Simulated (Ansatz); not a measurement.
**singlet Si2H4: levels of theory compared**

Wanted: a comparison of 6 runs (CAM-B3LYP/STO-3G, MP2/STO-3G, CCSDT(Q)/STO-3G, CCSDT/STO-3G, CCSD/STO-3G, FCI/STO-3G) of singlet Si2H4. 

Program for the calculation: Ansatz 0.2.0.

29 further runs of the same task are left out: 29 set aside as unsound or not needed.

## Step 1: Starting point

Si2H4 has 6 atoms, charge 0, and is taken as a singlet. SMILES of the parent species: `[SiH][SiH3]`. The coordinates come from a GFN2-xTB relaxation. That shape belongs to the parent species and isn't relaxed for this state.

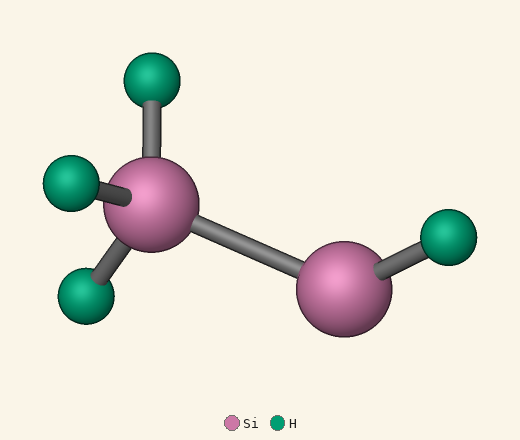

Viewed from a chosen angle; silicon pink, hydrogen teal.

## Step 2: The energy at CAM-B3LYP/STO-3G (run 1)

Contents of molecule.yaml:

```yaml
basis:
  gaussian:
    orbitals: STO-3G
crystal:
  periodic: [false, false, false]
  atoms:
    - {symbol: Si, position_ang: [0.322720, -1.575880, 0.287350]}
    - {symbol: Si, position_ang: [-0.300130, 0.523270, -0.245660]}
    - {symbol: H, position_ang: [1.427930, -2.017820, 1.155760]}
    - {symbol: H, position_ang: [-1.456530, 0.376070, -1.136010]}
    - {symbol: H, position_ang: [0.714920, 1.325330, -0.951090]}
    - {symbol: H, position_ang: [-0.708920, 1.369020, 0.889660]}
accuracy: high
hamiltonian:
  xc: {name: CAM-B3LYP}
```

On the command line:

```sh
$ ansatz run molecule.yaml --threads 1 --pin off --max-ram 2610MiB --events-out events.jsonl --progress --plain --runs-dir runs
```

Output:

```text
Warning: RAYON_NUM_THREADS=1 ignored (pool sized by the plan → 1); use --threads N
Functional definition: CAM-B3LYP
  name "CAM-B3LYP"
  parameter alpha = 0.19
  parameter beta = 0.46
  parameter omega = 0.33/bohr
  parameter ac = 0.81
  exchange = (1 - alpha - beta)*b88_x + beta*b88_x_sr(omega) + alpha*exact_x + beta*exact_x_lr(omega)
  correlation = (1 - ac)*vwn5_c + ac*lyp_c
388 factors; integrals over basis functions are off by at most 6.1e-9 eV
173 factors; integrals over basis functions are off by at most 9.0e-10 eV
mean field evaluation 1: about -15632.1901 eV, gradient 1.1e1 eV
mean field evaluation 2: about -15632.6328 eV, gradient 4.5e0 eV
mean field evaluation 4: about -15632.7108 eV, gradient 1.0e-1 eV
mean field evaluation 8: about -15632.6611 eV, gradient 2.9e-4 eV
mean field evaluation 16: about -15632.6611 eV, gradient 3.0e-8 eV
mean field -15632.66108551 eV, -574.4896986942 hartree, gradient 3.0e-8 eV, S^2 0.000000; 0 other end points of the search recorded, 0 dependent functions left out
reference -15632.66109994 eV, -574.4896992246 hartree; 16, 16 occupied and 6, 6 virtual orbitals, 388 factors
Total energy: -15632.66109994 eV, -574.4896992246 hartree
```

Wall time 0.91 s (1 thread of AMD EPYC 9R14 (Zen 4), shared host); peak memory 0.12 GiB.

## Step 3: The energy at MP2/STO-3G (run 2)

Contents of input.yaml:

```yaml
crystal:
  periodic: [false, false, false]
  atoms:
    - {symbol: Si, position_ang: [0.322720, -1.575880, 0.287350]}
    - {symbol: Si, position_ang: [-0.300130, 0.523270, -0.245660]}
    - {symbol: H, position_ang: [1.427930, -2.017820, 1.155760]}
    - {symbol: H, position_ang: [-1.456530, 0.376070, -1.136010]}
    - {symbol: H, position_ang: [0.714920, 1.325330, -0.951090]}
    - {symbol: H, position_ang: [-0.708920, 1.369020, 0.889660]}
basis:
  gaussian:
    orbitals: STO-3G
correlation:
  method: mp2
  frozen_orbitals: {H: 0, Si: 5}
accuracy: high
```

On the command line:

```sh
$ ansatz run input.yaml --threads 1 --pin off --max-ram 2610MiB --events-out events.jsonl --progress --plain --runs-dir runs
```

Output:

```text
Warning: RAYON_NUM_THREADS=1 ignored (pool sized by the plan → 1); use --threads N
Functional definition: HF
  name "HF"
  exchange = exact_x
  correlation = 0
388 factors; integrals over basis functions are off by at most 6.1e-9 eV
mean field evaluation 1: about -15602.9486 eV, gradient 7.6e0 eV
mean field evaluation 2: about -15602.9579 eV, gradient 7.5e0 eV
mean field evaluation 4: about -15603.2885 eV, gradient 4.8e-1 eV
mean field evaluation 8: about -15603.2908 eV, gradient 5.6e-7 eV
mean field -15603.29079559 eV, -573.4103604475 hartree, gradient 4.9e-8 eV, S^2 0.000000; 0 other end points of the search recorded, 0 dependent functions left out; unrestricted orbitals would lower it
mean field evaluation 16: about -15603.7036 eV, gradient 1.5e-1 eV
10 core orbitals not correlated: weight in the atoms' cores, before any rotation towards them, 1.000 or more for the frozen orbitals, at most 0.000 for the correlated occupied ones
reference -15603.29079559 eV, -573.4103604475 hartree; 6, 6 occupied and 6, 6 virtual orbitals, 388 factors
second order -1.84563948 eV of doubles, -0.00000000 eV of singles
Total energy: -15605.13643507 eV, -573.4781864474 hartree
```

Wall time 0.14 s (1 thread of AMD EPYC 9R14 (Zen 4), shared host).

Runs 3 to 5 aren't shown in full; the table further down has their settings and results.

## Step 4: The energy at FCI/STO-3G (run 6)

Contents of job.yaml:

```yaml
crystal:
  periodic: [false, false, false]
  atoms:
    - {symbol: Si, position_ang: [0.322720, -1.575880, 0.287350]}
    - {symbol: Si, position_ang: [-0.300130, 0.523270, -0.245660]}
    - {symbol: H, position_ang: [1.427930, -2.017820, 1.155760]}
    - {symbol: H, position_ang: [-1.456530, 0.376070, -1.136010]}
    - {symbol: H, position_ang: [0.714920, 1.325330, -0.951090]}
    - {symbol: H, position_ang: [-0.708920, 1.369020, 0.889660]}
basis:
  gaussian: {orbitals: STO-3G}
accuracy: high
correlation: {method: fci, frozen_orbitals: {H: 0, Si: 5}}
```

On the command line:

```sh
$ ansatz run job.yaml --threads 1 --pin off --max-ram 2610MiB --events-out events.jsonl --progress --plain --runs-dir runs
```

Output:

```text
Warning: RAYON_NUM_THREADS=1 ignored (pool sized by the plan → 1); use --threads N
[... 4 set-up lines as earlier in the session ...]
388 factors; integrals over basis functions are off by at most 6.1e-9 eV
mean field evaluation 1: about -15602.9486 eV, gradient 7.6e0 eV
mean field evaluation 2: about -15602.9579 eV, gradient 7.5e0 eV
mean field evaluation 4: about -15603.2885 eV, gradient 4.8e-1 eV
mean field evaluation 8: about -15603.2908 eV, gradient 5.6e-7 eV
mean field -15603.29079559 eV, -573.4103604475 hartree, gradient 4.9e-8 eV, S^2 0.000000; 0 other end points of the search recorded, 0 dependent functions left out; unrestricted orbitals would lower it
mean field evaluation 16: about -15603.7036 eV, gradient 1.5e-1 eV
10 core orbitals not correlated: weight in the atoms' cores, before any rotation towards them, 1.000 or more for the frozen orbitals, at most 0.000 for the correlated occupied ones
reference -15603.29079559 eV, -573.4103604475 hartree; 6, 6 occupied and 6, 6 virtual orbitals, 388 factors
state -15606.15473878 eV, -573.5156084187 hartree
Total energy: -15606.15473878 eV, -573.5156084187 hartree
```

Wall time 2.8 s (1 thread of AMD EPYC 9R14 (Zen 4), shared host); peak memory 0.15 GiB.

## Step 5: The series

```
run             level  frozen core orbitals  energy (Eh)  wall time
  1  CAM-B3LYP/STO-3G                     –  -574.489699     0.91 s
  2        MP2/STO-3G                    10  -573.478186     0.14 s
  3   CCSDT(Q)/STO-3G                    10  -573.515589     0.28 s
  4      CCSDT/STO-3G                    10  -573.515544     0.28 s
  5       CCSD/STO-3G                    10  -573.514438     0.16 s
  6        FCI/STO-3G                    10  -573.515608      2.8 s
```

## Step 6: Outcome

```
                                           quantity          value
                                run 6: total energy  -573.51561 Eh
run 6: correlation energy (10 core orbitals frozen)     -105.2 mEh
```

What this shows: Against full CI in this basis: MP2 +37.4 mEh; CCSDT(Q) +0.0 mEh; CCSDT +0.1 mEh; CCSD +1.2 mEh. In runs 2, 3, 4, 5 the log says that unrestricted orbitals would lower the reference, so the values rest on an unstable closed-shell determinant (other closed-shell runs at this shape may share the fault). In runs 1, 2, 3, 4, 5, 6 the basis is minimal, so the values are rough. All runs together took 4.5 s, the longest 2.8 s.
